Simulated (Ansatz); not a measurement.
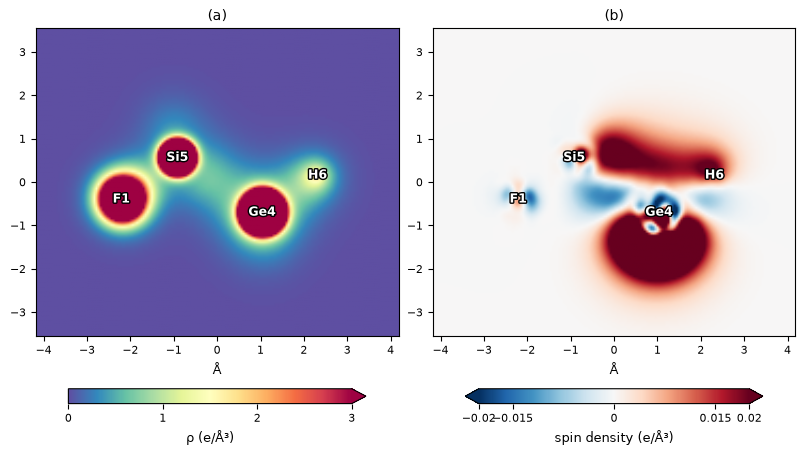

Figure 1: F3GeH2Si (doublet). (a) electron density; (b) spin density (α minus β) on the plane of atoms F1, Si5 and Ge4.

Geometry: PBE0-D3(BJ)/def2-SVP.

All numbers below come from isolated molecule in a Gaussian basis; Kohn-Sham density functional theory, functional PBE0 in Ansatz.

```csv
atom,x (Å),y (Å),z (Å)
F,0.3230,1.2641,1.9845
F,-0.4256,-0.9886,2.9867
F,-2.1648,0.5470,1.8655
Ge,-0.2853,-0.9189,-0.3710
Si,-0.6548,0.0116,1.7494
H,-1.2743,-2.0428,-0.7199
H,1.1735,-1.3461,-0.5995
```

> What do the fields say about this system?

- The plane passes through F, Ge, Si and H nuclei.
- Si–F (1.61 Å): ρ is about 1.2 e/Å³ halfway.
- Si–Ge (2.34 Å): ρ at the midpoint is about 0.66 e/Å³.
- Ge–H (1.54 Å): ρ at the midpoint is about 1.1 e/Å³.
- The unpaired spin (1 electron) lies mostly on Ge4 (about 0.8) and Si5 (about 0.1), in electrons by Hirshfeld's partition.
